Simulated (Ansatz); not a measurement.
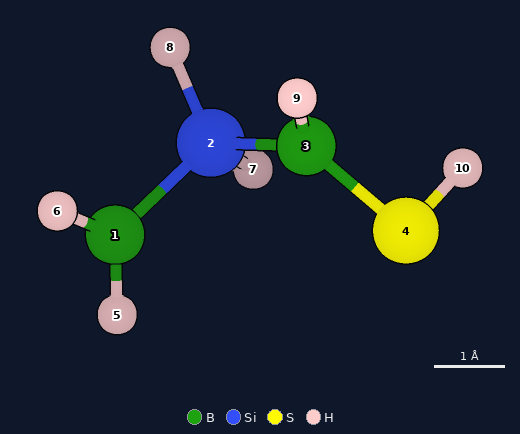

The input geometry (ball-and-stick view, seen at a tilt; atoms are numbered from 1 in the order of the input). Bond lengths as drawn: B–H 1.19 to 1.20 Å, B–S 1.88 Å, B–Si 2.02 to 2.03 Å, H–S 1.35 Å and H–Si 1.49 Å.

# Phonon calculation of B2SiH6S

The run: phonon calculation of B2SiH6S. Method and program: RKS B3LYP-D4/6-31G* (Ansatz 0.2.0).

It belongs to a series of runs on one base structure; here: vibrations at the highest image of the band. Figures and captions count atoms from 1; the log counts them from 0 in places.

The program's output
```
Engine: ansatz 0.2.0, aarch64-unknown-linux-gnu
Functional definition: B3LYP
  parameter a0 = 0.2
  parameter ax = 0.72
  parameter ac = 0.81
  exchange = (1 - a0 - ax)*slater_x + ax*b88_x + a0*exact_x
  correlation = (1 - ac)*vwn_rpa_c + ac*lyp_c
883 factors; integrals over basis functions are off by at most 6.5e-4 eV
mean field evaluation 1: about -20160.9061 eV, gradient 1.7e1 eV
mean field evaluation 2: about -20161.4440 eV, gradient 1.2e1 eV
mean field evaluation 4: about -20161.9528 eV, gradient 5.8e-1 eV
mean field evaluation 8: about -20161.9656 eV, gradient 5.7e-2 eV
mean field evaluation 16: about -20161.9656 eV, gradient 3.2e-5 eV
mean field -20161.96564304 eV, -740.9385711105 hartree, gradient 3.2e-5 eV, S^2 0.000000; 0 other end points of the search recorded, 0 dependent functions left out
the calculation of the forces begins
reference -20161.96591792 eV, -740.9385812122 hartree; 23, 23 occupied and 57, 57 virtual orbitals, 883 factors
these checks for a lower state are left out or cut short: stability, starts, cluster_reference, orbital_swaps, neighbouring_geometries, increment
883 factors; integrals over basis functions are off by at most 6.5e-4 eV
mean field -20161.96552400 eV, -740.9385667359 hartree, gradient 1.5e-6 eV, S^2 0.000000; 0 other end points of the search recorded, 0 dependent functions left out
[... from here on the field's lines of each further geometry are left out, up to the last ...]
the calculation of the forces begins
reference -20161.96588795 eV, -740.9385801109 hartree; 23, 23 occupied and 57, 57 virtual orbitals, 883 factors
these checks for a lower state are left out or cut short: stability, starts, cluster_reference, orbital_swaps, neighbouring_geometries, increment
883 factors; integrals over basis functions are off by at most 6.5e-4 eV
mean field -20161.96566575 eV, -740.9385719452 hartree, gradient 1.9e-6 eV, S^2 0.000000; 0 other end points of the search recorded, 0 dependent functions left out
the calculation of the forces begins
reference -20161.96594063 eV, -740.9385820469 hartree; 23, 23 occupied and 57, 57 virtual orbitals, 883 factors
WARN: phonons: modes at or below zero, which the zero-point energy, F, S and C_V leave out: 1, the lowest at -693.48 cm⁻¹. A minimum has none, and a first-order saddle one
Total energy: -20162.30768740 eV, -740.9511410088 hartree
Atom 0 at    -0.985790     1.714320    -0.000756 Å, force    -0.001849    -0.003998     0.010837 eV/Å
Atom 1 at     0.663896     0.607111    -0.353277 Å, force    -0.000989     0.002878     0.005863 eV/Å
Atom 2 at     0.235599    -1.110482     0.631141 Å, force     0.003755     0.003038    -0.001155 eV/Å
Atom 3 at    -0.664557    -2.523710    -0.214199 Å, force    -0.007600    -0.004509     0.008540 eV/Å
Atom 4 at    -1.903441     1.730651    -0.764522 Å, force     0.002170    -0.003049    -0.002635 eV/Å
Atom 5 at    -1.095306     2.317201     1.025097 Å, force    -0.000461     0.008820    -0.009876 eV/Å
Atom 6 at     0.905117     0.351883    -1.800753 Å, force    -0.000157    -0.003399    -0.001865 eV/Å
Atom 7 at     1.874949     1.247679     0.240881 Å, force     0.001143    -0.000932     0.001718 eV/Å
Atom 8 at     0.469238    -1.214956     1.798903 Å, force    -0.000662    -0.004420    -0.001840 eV/Å
Atom 9 at     0.500275    -3.119687    -0.562527 Å, force     0.004650     0.005571    -0.009587 eV/Å
Dipole moment:     0.208239     0.063073     0.038968 e Å
Vibrations: -693.48 44.60 130.72 135.59 192.20 453.45 492.00 496.22 600.95 632.56 657.62 753.19 773.49 818.08 917.05 966.93 1035.92 1187.95 2209.10 2232.81 2624.85 2649.43 2653.99 2713.98 cm⁻¹, zero-point energy 1.572907 eV
```

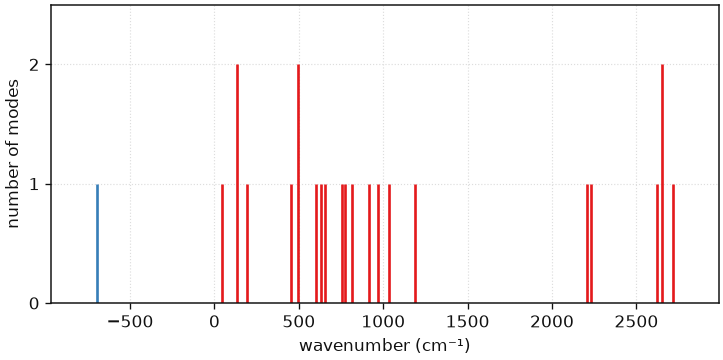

Harmonic vibrational wavenumbers from the force constants; neighbouring modes closer than 15 cm⁻¹ are counted in one stick, and imaginary ones are drawn at negative wavenumbers. 24 modes from 693i to 2714 cm⁻¹, 1 imaginary beyond 8i (693i cm⁻¹): a first-order saddle point, if the geometry is stationary.

The run was set up as follows.

Input file
```yaml
crystal:
  periodic: [false, false, false]
  atoms:
    - { symbol: B, position_ang: [-0.98579, 1.71432, -0.000756] }
    - { symbol: Si, position_ang: [0.663896, 0.607111, -0.353277] }
    - { symbol: B, position_ang: [0.235599, -1.110482, 0.631141] }
    - { symbol: S, position_ang: [-0.664557, -2.52371, -0.214199] }
    - { symbol: H, position_ang: [-1.903441, 1.730651, -0.764522] }
    - { symbol: H, position_ang: [-1.095306, 2.317201, 1.025097] }
    - { symbol: H, position_ang: [0.905117, 0.351883, -1.800753] }
    - { symbol: H, position_ang: [1.874949, 1.247679, 0.240881] }
    - { symbol: H, position_ang: [0.469238, -1.214956, 1.798903] }
    - { symbol: H, position_ang: [0.500275, -3.119687, -0.562527] }
basis:
  gaussian: { orbitals: "6-31G*" }
hamiltonian:
  xc: b3lyp
  dispersion: d4
phonons: {}
```

Command:
```bash
ansatz run input.yaml --threads 1 --pin off --max-ram 2048MiB --backend cpu --events-out ev --progress --plain --runs-dir out
```

Results in brief

- outcome: converged
- total energy: −20162.3077 eV
- mean-field energy: −20161.9659 eV
- largest force (length of the vector): 0.013 eV/Å
- hardware: 1 thread of Arm Neoverse V2, 24 GiB of memory available, shared host
- wall time: 2.3 min
- peak memory: 0.16 GiB
